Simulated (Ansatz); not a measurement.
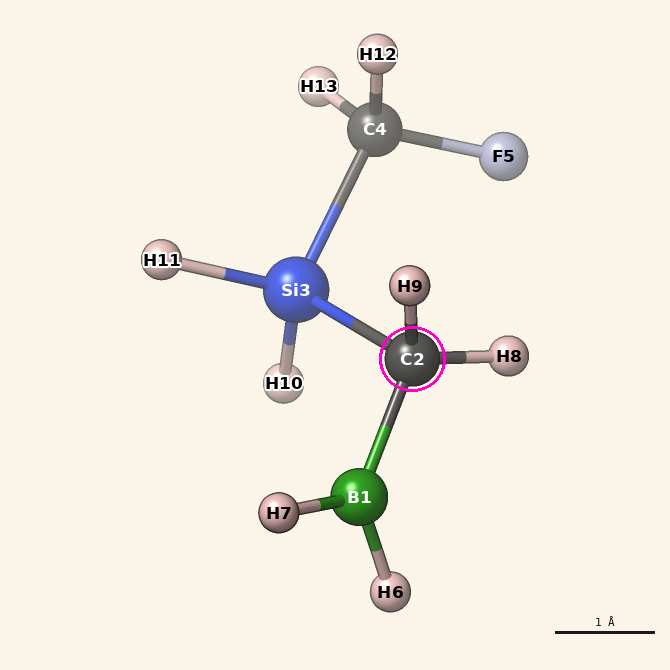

Orthographic view. Depth is shown by fading: the farther an atom, the more it takes the colour of the background. The geometry was computed by an optimisation with PBE-D4/def2-SVP. No frequency run is at hand to confirm it as a minimum.

Name the neighbours of the circled atom.

Answer. The circled atom is C2; it is bonded to B1, Si3, H8, H9.

What is the shortest path along bonds from the circled atom to H12?

Answer. C2–Si3–C4–H12, 3 bonds; through space the two are 3.32 Å apart.

Of C2 and H9, which is nearer the viewer?

Answer. H9; the bond to C2 points away from the viewer, so it looks shorter than its 1.11 Å.
